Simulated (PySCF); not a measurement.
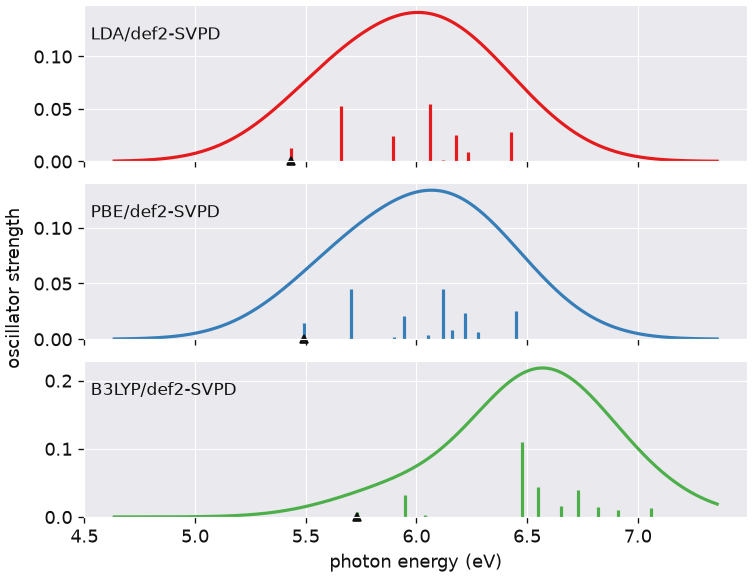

Vertical TDDFT spectra of C₂H₈Si₃, SMILES C#C[SiH2][SiH2][SiH3] at one geometry and several levels (PySCF, at a PBE0-D3(BJ)/def2-SVP geometry (no frequency check)); sticks with Gaussians of 1/e half-width 0.40 eV, the triangle marks S1, which has the same leading orbital pair at all these levels. Only the lowest states were computed, so the high end is incomplete.

Q: How far does S1 move with the level of theory?

A: From lowest to highest: LDA/def2-SVPD 5.43 eV, PBE/def2-SVPD 5.49 eV, B3LYP/def2-SVPD 5.73 eV; a spread of 0.30 eV.

Limits of at least one run: core orbitals are frozen in the response; one conformer of a flexible molecule.
